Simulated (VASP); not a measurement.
# Fe2B: accuracy against cost in the number of MPI ranks and SCF solver

How sensitive are energy, pressure and forces of Fe2B to the number of MPI ranks and SCF solver? The series runs use r2SCAN. The number of MPI ranks tried: 1 ranks; 2 ranks; 4 ranks; 8 ranks. The SCF solver tried: ALGO = Normal; ALGO = Fast; ALGO = VeryFast; ALGO = All; ALGO = Damped; AMIX = 0.1, BMIX = 0.01; AMIX = 0.8; IMIX = 1, AMIX = 0.2. The start is a cell from a database of measured crystal structures.

Program: VASP 6.6.1. Level of theory: r2SCAN, spin-polarised from a ferromagnetic start; plane waves and PAW (Fe, B). Results are calculated unless marked as measured.

The database entry behind the starting cell differs from later determinations by our own check (0.1 to 0.3 % short, probably kX units), so it need not match the best structure at ambient conditions.

### 1. The starting structure

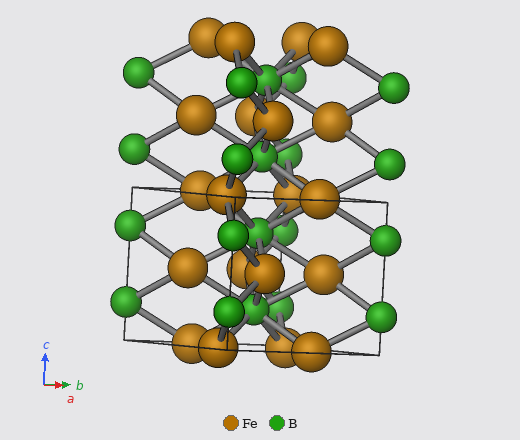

Start, viewed slightly off an axis; iron orange, boron green. 1×1×2 cells are drawn. This picture shows the conventional cell, with its axes. Some periodic images of atoms are drawn too.

### 2. Number of MPI ranks: 1 ranks

The same run on more MPI ranks shows how well it scales. r2SCAN adds the kinetic-energy density, costs more than a GGA and is run with LASPH.

Input file INCAR:

```
SYSTEM = Fe2B
PREC = Accurate
ENCUT = 420
EDIFF = 1E-06
NELM = 100
ISMEAR = -1
SIGMA = 0.05
LREAL = .FALSE.
ALGO = Normal
METAGGA = R2SCAN
LASPH = .TRUE.
NBANDS = 35
ISPIN = 2
MAGMOM = 3 3 3 3 0 0
LMAXMIX = 4
LORBIT = 11
LWAVE = .FALSE.
LCHARG = .FALSE.
ISIF = 2
```

Input file POSCAR:

```
Fe2B
1.0
   -2.5495000000      2.5495000000      2.1200000000
    2.5495000000     -2.5495000000      2.1200000000
    2.5495000000      2.5495000000     -2.1200000000
Fe B
4 2
Direct
    0.1670000000      0.6670000000      0.8340000000
    0.3330000000      0.1670000000      0.5000000000
    0.8330000000      0.3330000000      0.1660000000
    0.6670000000      0.8330000000      0.5000000000
    0.7500000000      0.7500000000      0.0000000000
    0.2500000000      0.2500000000      0.0000000000
```

Input file KPOINTS:

```
Automatic mesh
0
Gamma
7 7 7
0 0 0
```

The projector-augmented-wave data sets are Fe and B (PBE family, release 64).

On the command line:

```sh
$ mpirun -np 1 vasp_std
```

Output:

```text
[banner, memory and clock lines left out]
running    1 mpi-ranks, on    1 nodes
 distrk:  each k-point on    1 cores,    1 groups
 distr:  one band on    1 cores,    1 groups

 POSCAR found type information on POSCAR FeB
 POSCAR found :  2 types and       6 ions
|                                                                             |
|               ----> ADVICE to this user running VASP <----                  |
|                                                                             |
|     You enforced a specific xc type in the INCAR file but a different       |
|     [... a line on the potential file left out ...]
|     I HOPE YOU KNOW WHAT YOU ARE DOING!                                     |
|                                                                             |

 LDA part: xc-table for (None), standard interpolation
 POSCAR, INCAR and KPOINTS ok, starting setup
 FFT: planning ... GRIDC
 FFT: planning ... GRID_SOFT
 FFT: planning ... GRID
 WAVECAR not read
 entering main loop
       N       E                     dE             d eps       ncg     rms          rms(c)
DAV:   1     0.234102194641E+03    0.23410E+03   -0.14314E+04  5608   0.122E+03
DAV:   2    -0.637921213174E+02   -0.29789E+03   -0.27362E+03  5606   0.293E+02
DAV:   3    -0.843335030153E+02   -0.20541E+02   -0.19072E+02  6318   0.981E+01
DAV:   4    -0.847938619247E+02   -0.46036E+00   -0.45658E+00  6671   0.152E+01
DAV:   5    -0.847993525480E+02   -0.54906E-02   -0.54877E-02  6601   0.141E+00    0.335E+01
DAV:   6    -0.765012159620E+02    0.82981E+01   -0.53764E+01  7099   0.112E+02    0.204E+01
DAV:   7    -0.734600305794E+02    0.30412E+01   -0.11608E+01  6612   0.515E+01    0.118E+01
DAV:   8    -0.736022289686E+02   -0.14220E+00   -0.69484E-01  6083   0.509E+00    0.536E+00
DAV:   9    -0.735625589495E+02    0.39670E-01   -0.12953E-01  6797   0.396E+00    0.198E+00
DAV:  10    -0.735692043167E+02   -0.66454E-02   -0.26399E-02  6837   0.144E+00    0.622E-01
DAV:  11    -0.735711860006E+02   -0.19817E-02   -0.49493E-03  8066   0.708E-01    0.174E-01
DAV:  12    -0.735713650049E+02   -0.17900E-03   -0.44035E-04  5982   0.153E-01    0.103E-01
DAV:  13    -0.735715295076E+02   -0.16450E-03   -0.18105E-04  8133   0.108E-01    0.408E-02
DAV:  14    -0.735715489890E+02   -0.19481E-04   -0.53790E-05  6412   0.595E-02    0.214E-02
DAV:  15    -0.735715501284E+02   -0.11394E-05   -0.10871E-05  6716   0.269E-02    0.890E-03
DAV:  16    -0.735715494680E+02    0.66041E-06   -0.24602E-06  4316   0.106E-02
   1 F= -.73571549E+02 E0= -.73560336E+02  d E =-.224261E-01  mag=     9.3512
```

The job ended after 3.1 min (1 MPI rank of Intel Xeon 6975P-C (Granite Rapids), shared host; peak memory 0.23 GiB).

Lines that name or quote the potential files are left out of all logs, and their timing lines are given in words.

From OUTCAR (step 2):

```text
ion  position               nearest neighbor table
   1  0.167  0.667  0.834-   5 2.18   6 2.18   5 2.18   6 2.18   3 2.41   3 2.43   3 2.43   2 2.69
                             4 2.69   2 2.69   4 2.69   4 2.72   2 2.72   2 2.72   4 2.72
   2  0.333  0.167  0.500-   5 2.18   6 2.18   6 2.18   5 2.18   4 2.41   4 2.43   4 2.43   1 2.69
                             3 2.69   1 2.69   3 2.69   3 2.72   1 2.72   1 2.72   3 2.72
   3  0.833  0.333  0.166-   5 2.18   6 2.18   5 2.18   6 2.18   1 2.41   1 2.43   1 2.43   4 2.69
                             2 2.69   2 2.69   4 2.69   2 2.72   4 2.72   2 2.72   4 2.72
   4  0.667  0.833  0.500-   6 2.18   5 2.18   5 2.18   6 2.18   2 2.41   2 2.43   2 2.43   3 2.69
                             1 2.69   3 2.69   1 2.69   1 2.72   3 2.72   1 2.72   3 2.72
   5  0.750  0.750  0.000-   6 2.12   6 2.12   1 2.18   3 2.18   4 2.18   2 2.18   4 2.18   2 2.18
                             1 2.18   3 2.18
   6  0.250  0.250  0.000-   5 2.12   5 2.12   1 2.18   2 2.18   3 2.18   3 2.18   2 2.18   1 2.18
                             4 2.18   4 2.18

  LATTYP: Found a body centered tetragonal cell.
 ALAT       =     5.0990000000
 C/A-ratio  =     0.8315355952

 Subroutine GETGRP returns: Found 16 space group operations
 (whereof  8 operations were pure point group operations)

The static configuration has the point symmetry C_4h.
 The point group associated with its full space group is D_4h.

 Found     40 irreducible k-points:

   k-points           NKPTS =     40   k-points in BZ     NKDIM =     40   number of bands    NBANDS=     35

   dimension x,y,z NGX =    28 NGY =   28 NGZ =   28
   dimension x,y,z NGXF=    56 NGYF=   56 NGZF=   56

   ENCUT  =  420.0 eV  30.87 Ry    5.56 a.u.   6.99  6.99  6.99*2*pi/ulx,y,z

   NELECT =      38.0000    total number of electrons

 k-points in reciprocal lattice and weights: Automatic mesh
   0.00000000  0.00000000  0.00000000       0.003
   0.14285714  0.00000000  0.00000000       0.023
   0.28571429  0.00000000  0.00000000       0.023
   0.42857143  0.00000000  0.00000000       0.023
   0.14285714  0.14285714  0.00000000       0.023
   0.28571429  0.14285714 -0.00000000       0.047
   0.42857143  0.14285714  0.00000000       0.047
  -0.42857143  0.14285714  0.00000000       0.047
  -0.28571429  0.14285714 -0.00000000       0.047
[...]
-0.42857143  0.42857143  0.42857143       0.012
  -0.42857143 -0.42857143  0.42857143       0.006

 average (electrostatic) potential at core
       1 -47.4991       2 -47.4990       3 -47.4991       4 -47.4990       5 -26.9256
       6 -26.9256

 E-fermi :   7.1709

 spin component 1
 k-point     1 :       0.0000    0.0000    0.0000
  band No.  band energies     occupation
    ...
     18       4.6115      1.00000
     19       5.2075      1.00000
     20       5.2075      1.00000
     21       5.5907      1.00000
     22       6.7002      0.99992
     23       8.0509      0.00000
     24       8.0510      0.00000
     25       9.8631      0.00000
     26       9.8631      0.00000
     27      10.9606      0.00000
    ...

 k-point     2 :       0.1429    0.0000    0.0000
  band No.  band energies     occupation
    ...
     18       4.7967      1.00000
     19       5.1848      1.00000
     20       5.2100      1.00000
     21       5.4867      1.00000
     22       6.5353      1.00000
     23       7.5421      0.00060
     24       7.6990      0.00003
     25       9.2312      0.00000
     26       9.8091      0.00000
     27      11.3523      0.00000
    ...

 k-point     3 :       0.2857    0.0000    0.0000
  band No.  band energies     occupation
    ...
     19       5.1386      1.00000
     20       5.2312      1.00000
     21       5.3116      1.00000
     22       5.8979      1.00000
     23       6.7525      0.99977
     24       7.6597      0.00006
     25       7.9384      0.00000
     26       9.4956      0.00000
     27      11.8130      0.00000
     28      12.2367      0.00000
    ...

 k-point     4 :       0.4286    0.0000    0.0000
  band No.  band energies     occupation
    ...
     20       5.4033      1.00000
     21       5.4152      1.00000
     22       5.5021      1.00000
     23       6.1248      1.00000
     24       6.3632      1.00000
     25       8.3564      0.00000
     26       8.9695      0.00000
     27      12.7206      0.00000
     28      13.0139      0.00000
     29      13.1785      0.00000
    ...

 k-point     5 :       0.1429    0.1429    0.0000
  band No.  band energies     occupation
    ...
     19       5.1105      1.00000
     20       5.1916      1.00000
     21       5.2595      1.00000
     22       6.2361      1.00000
     23       6.5240      1.00000
     24       7.7169      0.00002
     25       8.3148      0.00000
     26       9.7961      0.00000
     27      11.4218      0.00000
     28      12.0505      0.00000
    ...

 k-point     6 :       0.2857    0.1429   -0.0000
  band No.  band energies     occupation
    ...
     20       5.1948      1.00000
     21       5.5077      1.00000
     22       5.7134      1.00000
     23       6.0228      1.00000
     24       6.8566      0.99814
     25       8.0401      0.00000
     26       9.7743      0.00000
     27      11.8776      0.00000
     28      12.8031      0.00000
     29      13.0706      0.00000
    ...

  Total       -0.2654733     -0.2654733     -0.3255121      0.0000000     -0.0000000      0.0000000
  in kB       -7.7165934     -7.7165934     -9.4617576      0.0000000     -0.0000000      0.0000000
  external PRESSURE =      -8.2983148 kB  Pullay stress =       0.0000000 kB

  energy-cutoff  :      420.00
  volume of cell :       55.12
      direct lattice vectors                 reciprocal lattice vectors
    -2.549500000  2.549500000  2.120000000     0.000000000  0.196116886  0.235849057
     2.549500000 -2.549500000  2.120000000     0.196116886  0.000000000  0.235849057
     2.549500000  2.549500000 -2.120000000     0.196116886  0.196116886  0.000000000

 POSITION                                       TOTAL-FORCE (eV/Angst)
 -----------------------------------------------------------------------------------
      3.40103      0.85153      0.00000         0.019113      0.019113     -0.000000
      0.85153      1.69797      0.00000         0.019113     -0.019113      0.000000
     -0.85153      1.69797      2.12000        -0.019113     -0.019113      0.000000
      1.69797      0.85153      2.12000        -0.019113      0.019113     -0.000000
      0.00000      0.00000      3.18000        -0.000000      0.000000      0.000000
      0.00000      0.00000      1.06000        -0.000000     -0.000000      0.000000
 -----------------------------------------------------------------------------------
    total drift:                               -0.000000     -0.000000      0.000000

  FREE ENERGIE OF THE ION-ELECTRON SYSTEM (eV)
  ---------------------------------------------------
  free  energy   TOTEN  =       -73.5715494680 eV

  energy  without entropy=      -73.5491233187  energy(sigma->0) =      -73.56033639

 total charge
# of ion       s       p       d       tot
------------------------------------------
    1        0.472   0.686   6.276   7.434
    2        0.472   0.686   6.276   7.434
    3        0.472   0.686   6.276   7.434
    4        0.472   0.686   6.276   7.434
    5        0.694   1.131   0.000   1.824
    6        0.694   1.131   0.000   1.824
--------------------------------------------------
tot          3.273   5.007  25.103  33.383

 magnetization (x)
# of ion       s       p       d       tot
------------------------------------------
    1        0.004  -0.040   2.506   2.471
    2        0.004  -0.040   2.506   2.471
    3        0.004  -0.040   2.506   2.471
    4        0.004  -0.040   2.506   2.471
    5       -0.035  -0.141   0.000  -0.176
    6       -0.035  -0.141   0.000  -0.176
--------------------------------------------------
tot         -0.053  -0.441  10.025   9.531

[... 6 further parts left out ...]
```

The magnetic state follows from one typed start and may not be the lowest. SCAN-type functionals tend to overstate the moments of itinerant magnets. The PAW data sets were made with PBE, which is usual practice but a small mismatch for other functionals.

Numbers from this step:

```yaml
scf_cycles: 16
electrons: 38
bands: 35
irreducible_k_points: 40
symmetry_operations: 16
free_energy_toten: -73.5715 eV
energy_at_zero_smearing: -73.5603 eV
fermi_energy: 7.171 eV
pressure: -0.8298 GPa
moment_of_the_cell_from_the_last_line_of_the_log: 9.351 μB
metallic: yes
```

Spin moment in the PAW sphere by atom:

| atom | spin moment in the PAW sphere (μB) |
| --- | --- |
| Fe1 | 2.47 |
| Fe2 | 2.47 |
| Fe3 | 2.47 |
| Fe4 | 2.47 |
| B5 | -0.18 |
| B6 | -0.18 |

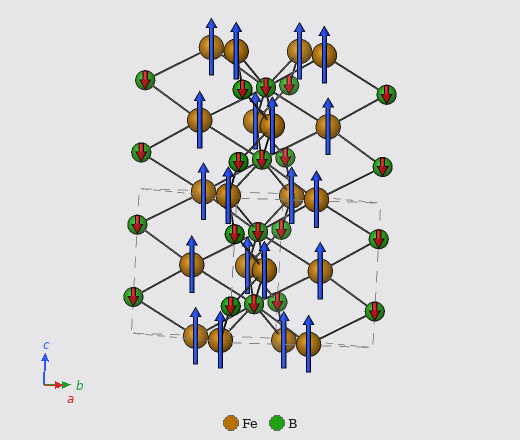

Spin moment in the PAW sphere as arrows, the longest 2.47 μB. Up and down stand for the sign. Arrows give size and sign along the axis of quantisation, drawn up and down the page. Each arrow also spans its atom, so small moments look longer than they are. The two directions have two colours. 1×1×2 conventional cells are drawn. Some periodic images of atoms are drawn too.

The series starts at -12.2601 eV an atom and -0.83 GPa, after 16 cycles in 3.1 min.

### 3. Number of MPI ranks: 2 ranks

Changes to INCAR since step 2:

```diff
@@ -18,2 +18,3 @@
 LCHARG = .FALSE.
+KPAR = 2
 ISIF = 2
```

POSCAR is that of step 2.

KPOINTS is that of step 2.

On the command line:

```sh
$ mpirun -np 2 vasp_std
```

Output:

```text
[banner, memory and clock lines left out]
running    2 mpi-ranks, on    1 nodes
[...]
[... a notice as in an earlier step ...]

 LDA part: xc-table for (None), standard interpolation
 POSCAR, INCAR and KPOINTS ok, starting setup
[...]
entering main loop
       N       E                     dE             d eps       ncg     rms          rms(c)
[... 5 cycles as in an earlier step ...]
DAV:   6    -0.765012159623E+02    0.82981E+01   -0.53764E+01  7099   0.112E+02    0.204E+01
[... 1 cycle as in an earlier step ...]
DAV:   8    -0.736022289679E+02   -0.14220E+00   -0.69484E-01  6083   0.509E+00    0.536E+00
DAV:   9    -0.735625589491E+02    0.39670E-01   -0.12953E-01  6797   0.396E+00    0.198E+00
DAV:  10    -0.735692043173E+02   -0.66454E-02   -0.26399E-02  6837   0.144E+00    0.622E-01
DAV:  11    -0.735711860007E+02   -0.19817E-02   -0.49493E-03  8066   0.708E-01    0.174E-01
DAV:  12    -0.735713650044E+02   -0.17900E-03   -0.44035E-04  5982   0.153E-01    0.103E-01
DAV:  13    -0.735715295070E+02   -0.16450E-03   -0.18105E-04  8133   0.108E-01    0.408E-02
DAV:  14    -0.735715489891E+02   -0.19482E-04   -0.53790E-05  6412   0.595E-02    0.214E-02
DAV:  15    -0.735715501281E+02   -0.11390E-05   -0.10871E-05  6716   0.269E-02    0.890E-03
DAV:  16    -0.735715494677E+02    0.66039E-06   -0.24602E-06  4316   0.106E-02
   1 F= -.73571549E+02 E0= -.73560336E+02  d E =-.224261E-01  mag=     9.3512
```

It took 99 s on 2 MPI ranks; peak memory 0.43 GiB; 3.3 min of CPU time.

Parts of OUTCAR (step 3):

```text
  Total       -0.2654733     -0.2654733     -0.3255121      0.0000000      0.0000000      0.0000000
  in kB       -7.7165933     -7.7165933     -9.4617576      0.0000000      0.0000000      0.0000000
  external PRESSURE =      -8.2983148 kB  Pullay stress =       0.0000000 kB

 POSITION                                       TOTAL-FORCE (eV/Angst)
 -----------------------------------------------------------------------------------
      3.40103      0.85153      0.00000         0.019113      0.019113     -0.000000
      0.85153      1.69797      0.00000         0.019113     -0.019113      0.000000
     -0.85153      1.69797      2.12000        -0.019113     -0.019113      0.000000
      1.69797      0.85153      2.12000        -0.019113      0.019113     -0.000000
      0.00000      0.00000      3.18000        -0.000000      0.000000     -0.000000
      0.00000      0.00000      1.06000        -0.000000      0.000000     -0.000000
 -----------------------------------------------------------------------------------
    total drift:                               -0.000000     -0.000000      0.000000

  FREE ENERGIE OF THE ION-ELECTRON SYSTEM (eV)
  ---------------------------------------------------
  free  energy   TOTEN  =       -73.5715494677 eV

  energy  without entropy=      -73.5491233184  energy(sigma->0) =      -73.56033639

[... 3 parts as in an earlier step ...]

[... 1 further part left out ...]
[key lines of the parts left out:]
E-fermi :   7.1709
```

Against the first of the series the energy stays within 0.01 meV an atom and the pressure within 0.01 GPa, after 16 cycles in 99 s.

### 4. Number of MPI ranks: 4 ranks

Changes to INCAR since step 3:

```diff
@@ -18,3 +18,3 @@
 LCHARG = .FALSE.
-KPAR = 2
+KPAR = 4
 ISIF = 2
```

POSCAR is that of step 3.

KPOINTS is that of step 3.

On the command line:

```sh
$ mpirun -np 4 vasp_std
```

Output:

```text
[banner, memory and clock lines left out]
running    4 mpi-ranks, on    1 nodes
[...]
[... a notice as in an earlier step ...]

 LDA part: xc-table for (None), standard interpolation
 POSCAR, INCAR and KPOINTS ok, starting setup
[...]
entering main loop
       N       E                     dE             d eps       ncg     rms          rms(c)
[... 5 cycles as in an earlier step ...]
DAV:   6    -0.765012159625E+02    0.82981E+01   -0.53764E+01  7099   0.112E+02    0.204E+01
DAV:   7    -0.734600305791E+02    0.30412E+01   -0.11608E+01  6612   0.515E+01    0.118E+01
DAV:   8    -0.736022289688E+02   -0.14220E+00   -0.69484E-01  6083   0.509E+00    0.536E+00
DAV:   9    -0.735625589489E+02    0.39670E-01   -0.12953E-01  6797   0.396E+00    0.198E+00
[...]
DAV:  14    -0.735715489892E+02   -0.19481E-04   -0.53790E-05  6412   0.595E-02    0.214E-02
DAV:  15    -0.735715501289E+02   -0.11397E-05   -0.10871E-05  6716   0.269E-02    0.890E-03
DAV:  16    -0.735715494678E+02    0.66114E-06   -0.24602E-06  4316   0.106E-02
   1 F= -.73571549E+02 E0= -.73560336E+02  d E =-.224261E-01  mag=     9.3512
```

It took 51 s on 4 MPI ranks; peak memory 0.89 GiB; 3.4 min of CPU time.

Parts of OUTCAR (step 4):

```text
  Total       -0.2654733     -0.2654733     -0.3255120      0.0000000      0.0000000      0.0000000
  in kB       -7.7165929     -7.7165929     -9.4617563      0.0000000      0.0000000      0.0000000
  external PRESSURE =      -8.2983141 kB  Pullay stress =       0.0000000 kB

 POSITION                                       TOTAL-FORCE (eV/Angst)
 -----------------------------------------------------------------------------------
      3.40103      0.85153      0.00000         0.019113      0.019113      0.000000
      0.85153      1.69797      0.00000         0.019113     -0.019113      0.000000
     -0.85153      1.69797      2.12000        -0.019113     -0.019113     -0.000000
      1.69797      0.85153      2.12000        -0.019113      0.019113     -0.000000
      0.00000      0.00000      3.18000         0.000000      0.000000     -0.000000
      0.00000      0.00000      1.06000         0.000000      0.000000     -0.000000
 -----------------------------------------------------------------------------------
    total drift:                               -0.000000     -0.000000      0.000000

  FREE ENERGIE OF THE ION-ELECTRON SYSTEM (eV)
  ---------------------------------------------------
  free  energy   TOTEN  =       -73.5715494678 eV

  energy  without entropy=      -73.5491233185  energy(sigma->0) =      -73.56033639

[... 3 parts as in an earlier step ...]

[... 1 further part left out ...]
[key lines of the parts left out:]
E-fermi :   7.1709
```

Against the first of the series the energy stays within 0.01 meV an atom and the pressure within 0.01 GPa, after 16 cycles in 51 s.

(Part 1 of 3 ends here.)

[Lines on the potential files, build, host, timing and source positions are cut from VASP's logs without a mark.]

[Logs are printed without paths, hosts, clocks, repeated set-up lines and the standing remarks that a program may print on its own settings, such as how far it seeks lower states.]

[Hosts, paths, dates, database ids (printed as entryN), source tags and the programs' standing remarks are cut or masked in the printed files.]

[A measured line is paired with the nearest computed mode of its activity, which favours agreement.]
